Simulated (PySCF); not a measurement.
# Br2Pb (Pb(Br)22+): the cost of one run

The runs use PySCF 2.14.0; TPSS, Pb def2-SVP with ECP60, Br def2-SVP; scalar-relativistic core potentials, no spin–orbit coupling.

3 further runs of the same task are left out: 2 for a known fault of the program, 1 that didn't finish.

### Step 1. Starting geometry

3 atoms, charge 2, spin multiplicity 1.

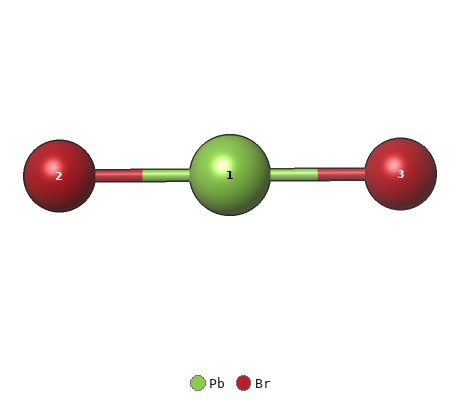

The geometry (lead green, bromine red); atoms are numbered from 1 in the order of the file.

As a file:

| atom | x (Å) | y (Å) | z (Å) |
| --- | --- | --- | --- |
| Pb1 | 0.0000 | 0.0000 | 0.0000 |
| Br2 | 0.0000 | 0.0000 | 2.4869 |
| Br3 | 0.0000 | 0.0000 | -2.4869 |

Formal oxidation states: Pb +4. An earlier session relaxed this geometry at TPSS, Pb def2-SVP with ECP60, Br def2-SVP (singlet, point group D∞h).

Its energy there is -5339.546480 Eh.

### Step 2. Multiplicity 3 at the relaxed geometry

The input, run.py (the lines that set the calculation):

```python
mol = gto.M(atom='''
Pb     0.00000     0.00000     0.00000
Br     0.00000     0.00000     2.48694
Br     0.00000     0.00000    -2.48694''',
    basis={'Pb': 'def2-SVP', 'Br': 'def2-SVP'},
    ecp={'Pb': 'def2-SVP'},
    charge=2, spin=2)
mf = dft.UKS(mol, xc='TPSS')
mf.grids.atom_grid = (50, 194)
mf = mf.density_fit()  # fitting sets: Pb def2-universal-JKFIT, Br def2-universal-JKFIT
mf.conv_tol = 1e-08; mf.max_cycle = 55
mf.kernel(dm0)  # dm0: free metal ions and neutral atoms
```

Run with:

```bash
$ OMP_NUM_THREADS=2 python run.py
```

**Question.** How long does this run take on 2 threads of Arm Neoverse V1, shared host?

About 4 s.
